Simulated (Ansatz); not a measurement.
**Sc3Al and its elements: formation energy from the elements, by script**

Is Sc3Al stable against its elements? Aim: a formation energy from the elements, for Sc3Al and its elements, run from a script.

All numbers are computed with Ansatz 0.2.0 through its Python package. Level of theory: DFT PBEsol, plane waves, PAW.

## Step 1: Starting point

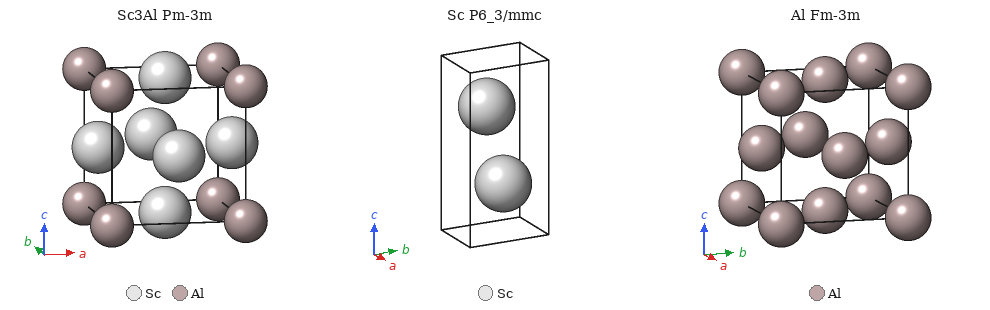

The starting structures, one conventional cell each, each at its own scale.

The script holds or builds the structure itself.

## Step 2: The script

Input file formation.py:

```python
from collections import Counter
import warnings

import ansatz as az
import numpy as np


def run_phase(name, crystal):
    calc = (
        crystal.calculation()
        .functional(az.Functional.PBESOL)
        .scf(tolerance=1e-09)
        .basis(500)
        .kpoints(spacing=0.14)
        .occupations("fermi_dirac", width=0.05)
        .stress()
    )
    calc = calc.relax(force_tolerance=0.03, max_steps=60, fix_cell=["shape"])
    return calc.run(threads=1, backend="cpu")


def counts(outcome):
    return Counter(site.symbol for site in outcome.lattice.sites)

def formation_energy(outcome, mu):
    n = counts(outcome)
    return (outcome.report["energy_sigma0_ev"] - sum(k * mu[element] for element, k in n.items())) / sum(n.values())


def volume_per_atom(outcome):
    return abs(np.linalg.det(outcome.lattice.cell_ang)) / len(outcome.lattice.sites)


def main() -> None:
    warnings.simplefilter("ignore", az.DeckWarning)

    phases = {}
    sc3al = (
        az.Lattice.from_parameters(4.431988, 4.431988, 4.431988, alpha=90.0, beta=90.0, gamma=90.0)
        .atom("Sc", [0.5, 0.0, 0.5])
        .atom("Sc", [0.0, 0.5, 0.5])
        .atom("Sc", [0.5, 0.5, 0.0])
        .atom("Al", [0.0, 0.0, 0.0])
    )
    phases["Sc3Al"] = sc3al
    sc = (
        az.Lattice.from_parameters(3.309, 3.309, 5.2733, alpha=90, beta=90, gamma=120)
        .space_group(194)
        .atom("Sc", [1 / 3, 2 / 3, 0.25])
    )
    phases["Sc"] = sc
    al = (
        az.Lattice.from_parameters(2.863507, 2.863507, 2.863507, alpha=60.0, beta=60.0, gamma=60.0)
        .atom("Al", [0.0, 0.0, 0.0])
    )
    phases["Al"] = al

    done = {name: run_phase(name, crystal) for name, crystal in phases.items()}

    references = {"Sc": "Sc", "Al": "Al"}
    mu = {element: done[name].report["energy_sigma0_ev"] / len(done[name].lattice.sites) for element, name in references.items()}

    target = done["Sc3Al"]
    heat = formation_energy(target, mu)
    for element, value in mu.items():
        print(f"mu({element}) = {value:.4f} eV from {references[element]}, {volume_per_atom(done[references[element]]):.2f} A^3/atom")
    print(f"formation energy of Sc3Al: {heat:.4f} eV/atom = {96.4853 * heat:.1f} kJ/mol of atoms")


if __name__ == "__main__":
    main()
```

## Step 3: What the engine is handed

The package turns the script's settings into the engine's input (first run):

```yaml
crystal:
  lattice:
    a: 4.431988
    b: 4.431988
    c: 4.431988
    alpha: 90.0
    beta: 90.0
    gamma: 90.0
  atoms:
    - { symbol: Sc, position: [0.5, 0.0, 0.5] }
    - { symbol: Sc, position: [0.0, 0.5, 0.5] }
    - { symbol: Sc, position: [0.5, 0.5, 0.0] }
    - { symbol: Al, position: [0.0, 0.0, 0.0] }
basis:
  ecutwfc: 500.0
kpoints:
  mp_grid:
    kspacing: 0.14
hamiltonian:
  xc: pbesol
scf:
  convergence:
    dr2_threshold: 1.0e-09
  occupations:
    method: fermi_dirac
    width: 0.05
relax:
  f_tol: 0.03
  max_steps: 60
  cell:
    fix: [shape]
output:
  stress: true
```

## Step 4: The run

Launch:

```
python formation.py
```

What it wrote:

```text
mu(Sc) = -2111.3663 eV from Sc, 23.70 A^3/atom
mu(Al) = -524.5480 eV from Al, 16.17 A^3/atom
formation energy of Sc3Al: -0.2623 eV/atom = -25.3 kJ/mol of atoms
```

Wall time 69 s (1 thread of Arm Neoverse V2, shared host); peak memory 0.52 GiB.

## Step 5: What changed from run to run

The engine's inputs for the other runs:

Run 2, against run 1:

```diff
@@ -3,3 +3,3 @@
-    a: 4.431988
-    b: 4.431988
-    c: 4.431988
+    a: 3.309
+    b: 3.309
+    c: 5.2733
@@ -8 +8,2 @@
-    gamma: 90.0
+    gamma: 120.0
+  space_group: 194
@@ -10,4 +11 @@
-    - { symbol: Sc, position: [0.5, 0.0, 0.5] }
-    - { symbol: Sc, position: [0.0, 0.5, 0.5] }
-    - { symbol: Sc, position: [0.5, 0.5, 0.0] }
-    - { symbol: Al, position: [0.0, 0.0, 0.0] }
+    - { symbol: Sc, position: [0.3333333333333333, 0.6666666666666666, 0.25] }
```

Run 3, against run 1:

```diff
@@ -3,6 +3,6 @@
-    a: 4.431988
-    b: 4.431988
-    c: 4.431988
-    alpha: 90.0
-    beta: 90.0
-    gamma: 90.0
+    a: 2.863507
+    b: 2.863507
+    c: 2.863507
+    alpha: 60.0
+    beta: 60.0
+    gamma: 60.0
@@ -10,3 +9,0 @@
-    - { symbol: Sc, position: [0.5, 0.0, 0.5] }
-    - { symbol: Sc, position: [0.0, 0.5, 0.5] }
-    - { symbol: Sc, position: [0.5, 0.5, 0.0] }
```

## Step 6: The runs side by side

From the records of these 3 runs:

| run | system | space group at the end | energy (eV/atom) | from the elements (meV/atom) | final volume (Å³/atom) | pressure (GPa) | SCF cycles in all | CPU time (s) |
| --- | --- | --- | --- | --- | --- | --- | --- | --- |
| 1 | Sc3Al (4 atoms) | Pm-3m | -1714.9240 | -262.3 | 20.93 | 0.00 | 27 | 36 |
| 2 | Sc (2 atoms) | P6_3/mmc | -2111.3663 | 0.0 | 23.70 | -0.05 | 24 | 25 |
| 3 | Al (1 atom) | Fm-3m | -524.5480 | 0.0 | 16.17 | -0.01 | 17 | 6.5 |

Energies are extrapolated to zero smearing width, as in the script. Totals carry meaning only in balanced differences at one level of theory.

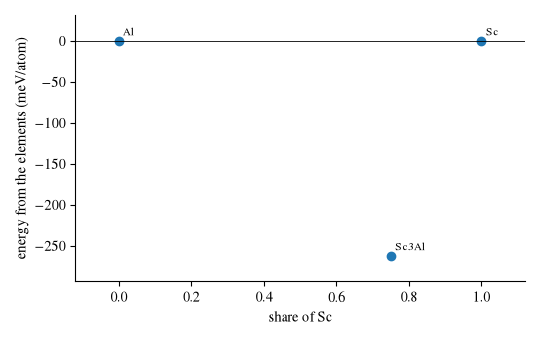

Energy from the elements against composition.

## Step 7: Path of the relaxation of run 2

Step by step:

```
step  energy from step 1 (eV/cell)  largest force component (eV/Å)  pressure (GPa)  volume (Å³)
   1                        0.0000                          0.0000           -2.84        50.00
   2                       -0.0232                          0.0000            0.73        46.77
   3                       -0.0245                          0.0000           -0.05        47.39
   4                       -0.0244                          0.0000           -0.05        47.39
```

Step 1 is the start. Step 4 repeats the geometry before it on a plane-wave basis chosen anew for that cell, so its energy need not be comparable with the rows above.

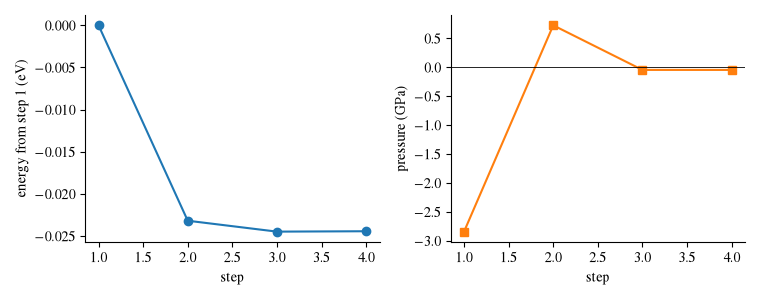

Energy and pressure along the relaxation.

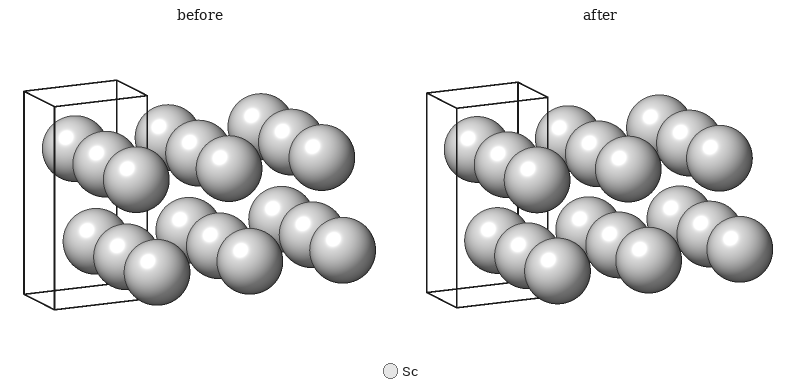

Before and after, at one scale.

|  | before | after | change |
| --- | --- | --- | --- |
| a (Å) | 3.309 | 3.250 | -1.8 % |
| b (Å) | 3.309 | 3.250 | -1.8 % |
| c (Å) | 5.273 | 5.180 | -1.8 % |
| volume (Å³/atom) | 25.00 | 23.70 | -5.2 % |
| shortest distance (Å) | 3.256 | 3.198 | -1.8 % |
| space group (0.01 Å) | P6_3/mmc | P6_3/mmc | same |

Forces and stress were held to the start's 24 operations: a distortion of lower symmetry was not tested.

## Step 8: How the relaxation of run 3 went

Relaxation path:

| step | energy from step 1 (eV/cell) | largest force component (eV/Å) | pressure (GPa) | volume (Å³) |
| --- | --- | --- | --- | --- |
| 1 | 0.0000 | 0.0000 | -2.01 | 16.60 |
| 2 | -0.0027 | 0.0000 | 0.30 | 16.11 |
| 3 | -0.0028 | 0.0000 | -0.01 | 16.17 |
| 4 | -0.0028 | 0.0000 | -0.01 | 16.17 |

Step 1 is the start. Step 4 repeats the geometry before it on a plane-wave basis chosen anew for that cell, so its energy need not be comparable with the rows above.

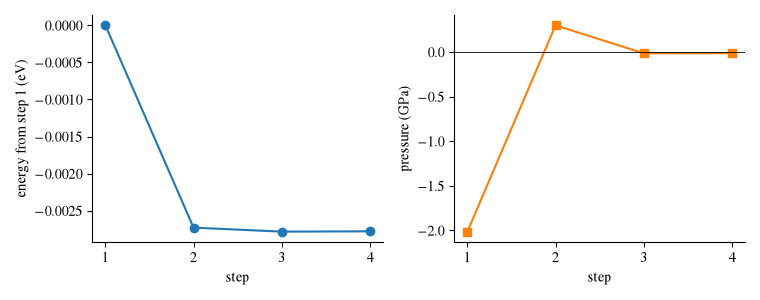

Energy and pressure along the relaxation.

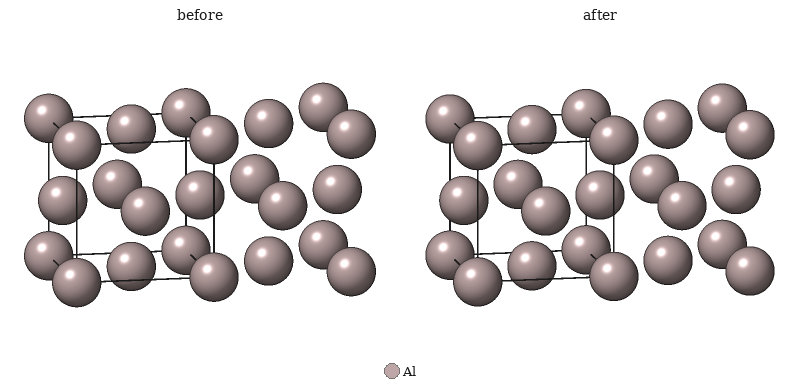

The structure before (left) and after (right) the relaxation, drawn at the same scale. The change is too small to see at this scale.

Lengths and angles in the start's conventional setting:

|  | before | after | change |
| --- | --- | --- | --- |
| a (Å) | 4.050 | 4.014 | -0.9 % |
| b (Å) | 4.050 | 4.014 | -0.9 % |
| c (Å) | 4.050 | 4.014 | -0.9 % |
| volume (Å³/atom) | 16.60 | 16.17 | -2.6 % |
| shortest distance (Å) | 2.864 | 2.839 | -0.9 % |
| space group (0.01 Å) | Fm-3m | Fm-3m | same |

Forces and stress were held to the start's 48 operations: a distortion of lower symmetry was not tested.

## Step 9: Outcome

| quantity | value |
| --- | --- |
| formation energy | -0.2623 eV/atom |
| runs compared | 3 |
| energy of Sc3Al (run 1) from the elements | -262 meV/atom |

The formation energy is negative: it is stable against its elements at zero temperature, which says nothing yet of competing compounds. The formation energy is -0.262 eV an atom (-25.3 kJ per mole of atoms), so Sc3Al lies below the reference phases. In run 2, the volume shrank by 5.2 % over 2 moves, and the space group stayed P6_3/mmc. In run 3, over 2 moves the cell shrank by 2.6 % in volume, and the space group stayed Fm-3m. Caveats:
- The program warned that this SCF threshold is loose for forces or stresses.
- Atoms and volume are relaxed with the cell's shape held, which in cells of lower than cubic symmetry can hide stresses and shift volumes.
- The compound is the structure given, not necessarily its lowest; energies are at zero temperature, with no correction for gases. A semilocal functional's error on such energies is often 0.05 to 0.1 eV an atom, and 0.1 to 0.3 eV against gases such as O2 or F2.
- The script silences the warnings on its input, which a real study should read. Whether this is the phase that is stable at ambient conditions was not tested.
